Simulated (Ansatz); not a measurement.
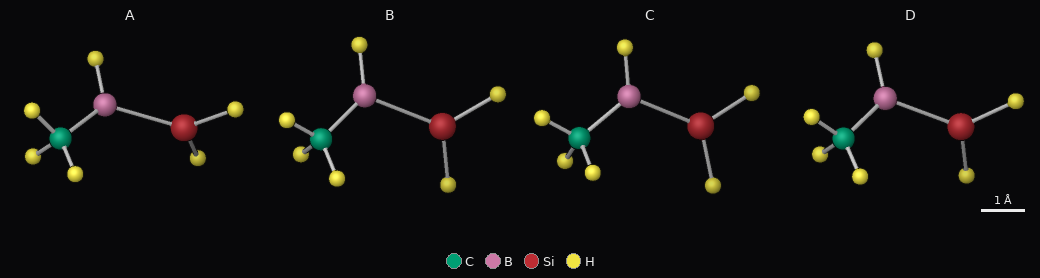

4 geometries from one relaxation of CH6BSi (charge +1), in shuffled order. Style: ball-and-stick. Shown at a tilt.

Method: RKS PBE0-D4/def2-TZVP (Ansatz). Settings: force threshold 0.005 eV/Å; at most 200 steps.

Q: Order the frames from highest to lowest energy.

A: C, B, D, A. They are steps 0, 6, 9, 19, at +8.20 kcal/mol, +4.18 kcal/mol, +1.76 kcal/mol relative to the last. The energy falls by 8.20 kcal/mol in 18 accepted moves (19 points after the start). The largest force component goes from 1.2 to 0.0043 eV/Å. The line search rejected the trial step at point 13 of the run. An H atom moves most after the best rigid fit: 1.19 Å. Largest moves by element: H 1.19 Å, B 0.34 Å, C 0.21 Å, Si 0.09 Å. Near-neighbour distances that change, for instance: B–H 1.174 → 1.204 Å, B–C 1.551 → 1.528 Å, B–Si 1.983 → 2.002 Å, C–H 1.095 → 1.109 Å. Bond angles that change, for instance: Si–B–H 119.0° → 107.6°, B–C–H 111.6° → 102.5°, C–B–Si 120.1° → 128.9°. Groups turn about B–Si by about 85°, B–C by about 40°. The run took 41 s on 2 threads of Arm Neoverse V2, with other jobs on the host.
